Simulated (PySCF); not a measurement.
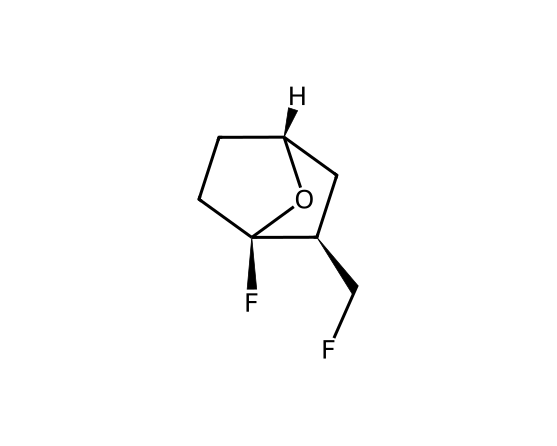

2D structure.

Write the SMILES.

Answer. FC[C@@H]1C[C@H]2CC[C@]1(F)O2

What is the molecular formula?

Answer. C7H10F2O.

An optimisation with PBE0-D3(BJ)/def2-SVP gave a structure of which point group?

Answer. C1.

More results for the same structure follow; atom numbers are the same in all pictures, views and colours differ. The geometry was computed by an optimisation with PBE0-D3(BJ)/def2-SVP. No frequency run is at hand to confirm it as a minimum.

### Shape

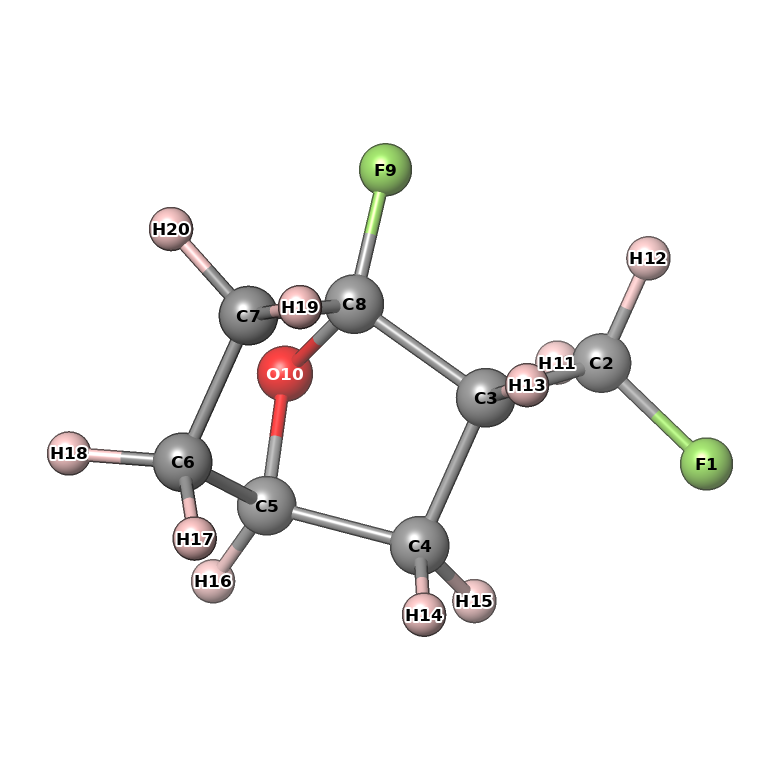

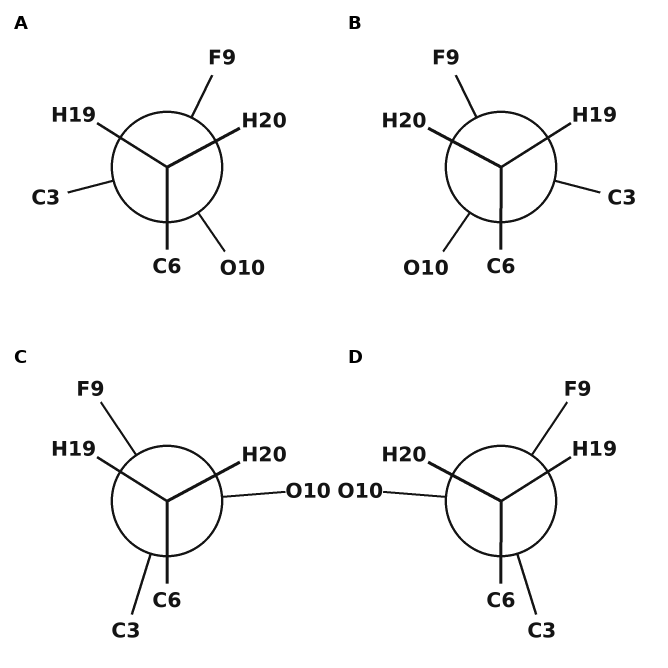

Atoms fade into the background with distance from the viewer. Bonds that would overlap in a projection are set slightly apart. No frequency run is at hand to confirm it as a minimum.

Which Newman projection shows the view along C7–C8, with C7 in front?

Answer. B. The torsion angle C6–C7–C8–F9 is 154°, antiperiplanar (anti).

### Ring current

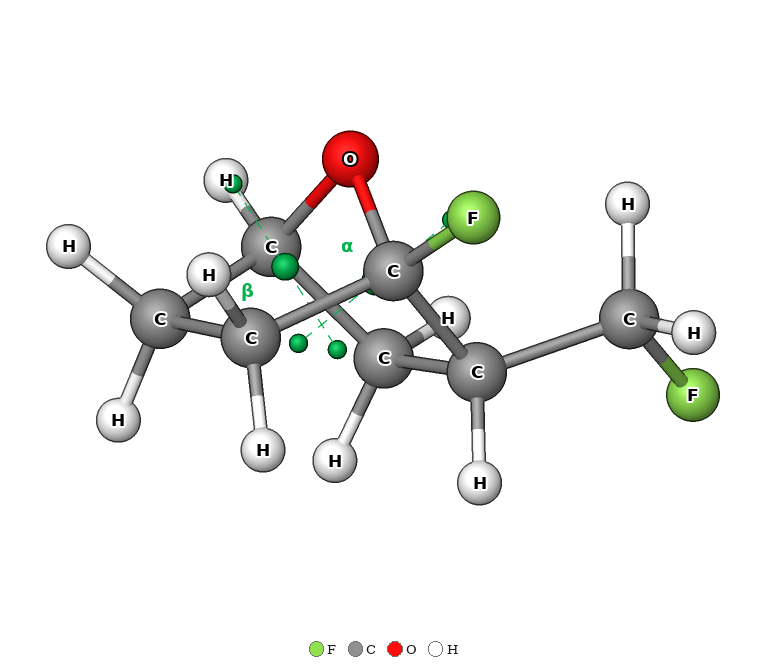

The small points mark where nucleus-independent chemical shifts (NICS) were computed: at the centre of each lettered ring and 1 Å above and below it. No frequency run is at hand to confirm it as a minimum. Method: GIAO PBE0/pcSseg-1 NMR shielding, non-relativistic, IEF-PCM water (PySCF 2.14.0).

Give NICS(0), NICS(1) and the out-of-plane component NICS(1)zz for each ring (means of the two sides).

```json
{"ring": "α", "members": "C4O", "NICS(0)": "−8.5", "NICS(1)": "−5.5", "NICS(1)zz": "−7.4"}
{"ring": "β", "members": "C4O", "NICS(0)": "−8.6", "NICS(1)": "−5.7", "NICS(1)zz": "−7.4"}
```

Values in ppm.

### Electronic properties

No frequency run is at hand to confirm it as a minimum. Properties computed with PBE0/pcSseg-1 in benzene (IEF-PCM) (PySCF 2.14.0).

What is the dipole moment?

Answer. 3.02 D.

Give the HOMO energy (Kohn–Sham orbital) at this level.

Answer. −8.00 eV.

Give the HOMO–LUMO gap at this level.

Answer. 9.25 eV.

### NMR shielding

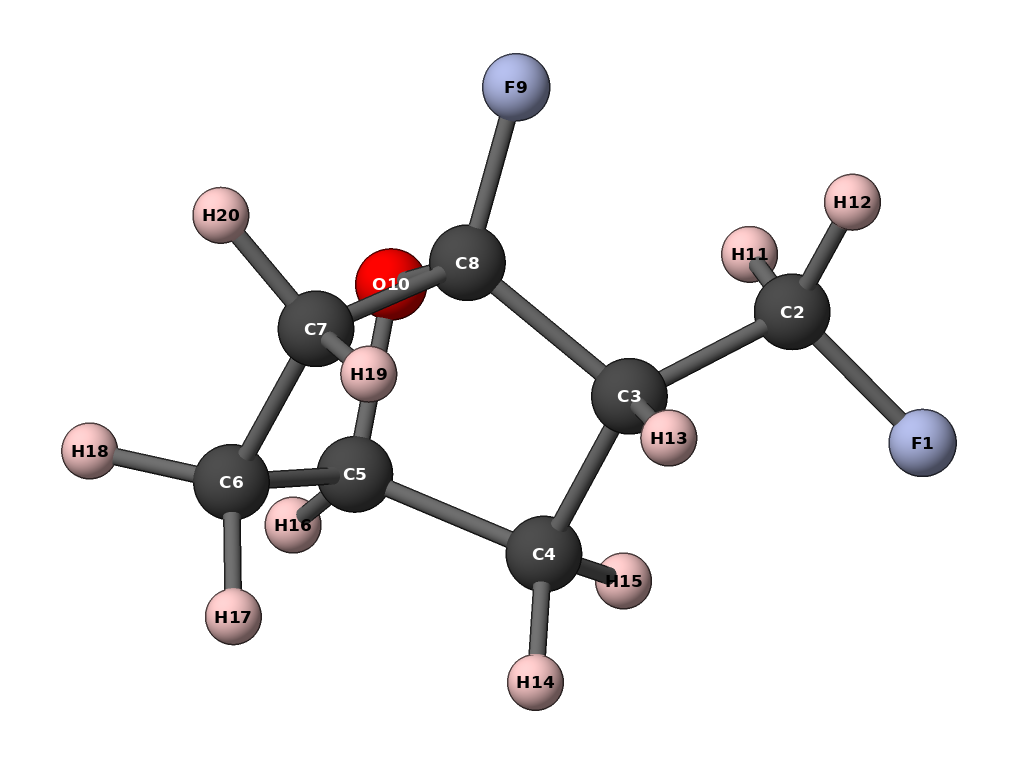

The questions are on isotropic NMR shieldings of the C atoms. No frequency run is at hand to confirm it as a minimum. Level of theory: GIAO PBE0/pcSseg-1 NMR shielding, non-relativistic, IEF-PCM water (PySCF 2.14.0).

Give the isotropic NMR shieldings of the C atoms atom by atom.

```tsv
atom	σ (ppm)
C2	99.2
C3	140.3
C4	148.7
C5	112.1
C6	151.6
C7	150.6
C8	61.4
```
